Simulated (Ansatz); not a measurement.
# BN: response to strain

Base system: BN in the wurtzite structure (space group P6_3mc, No. 186).

```yaml
crystal:
  lattice:
    - [2.55452, 0.00000, 0.00000]
    - [-1.27726, 2.21228, 0.00000]
    - [0.00000, 0.00000, 4.22456]
  atoms:
    - { symbol: B, position: [0.33333, 0.66667, 0.00019] }
    - { symbol: B, position: [0.66667, 0.33333, 0.50019] }
    - { symbol: N, position: [0.33333, 0.66667, 0.37481] }
    - { symbol: N, position: [0.66667, 0.33333, 0.87481] }
```

Cartesian axes are those of the cell as printed.

Strains are applied to the cell and any free atomic positions relax.

Computed with DFT with PBE, PAW potentials and a 420 eV plane-wave cutoff in Ansatz (a first-principles code), no spin-orbit coupling.

Notes on the quantities. energy relative to the base: free energy F.

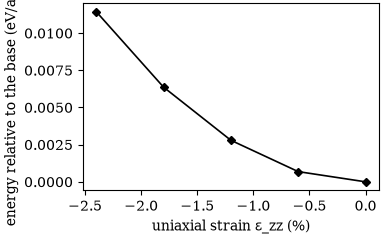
Energy relative to the base against uniaxial strain ε_zz

| uniaxial strain ε_zz (%) | energy relative to the base |
|---|---|
| -2.4 | +11 meV/atom |
| -1.8 | +6.4 meV/atom |
| -1.2 | +2.8 meV/atom |
| -0.6 | +0.7 meV/atom |

Whether these cells are dynamically stable was not tested.
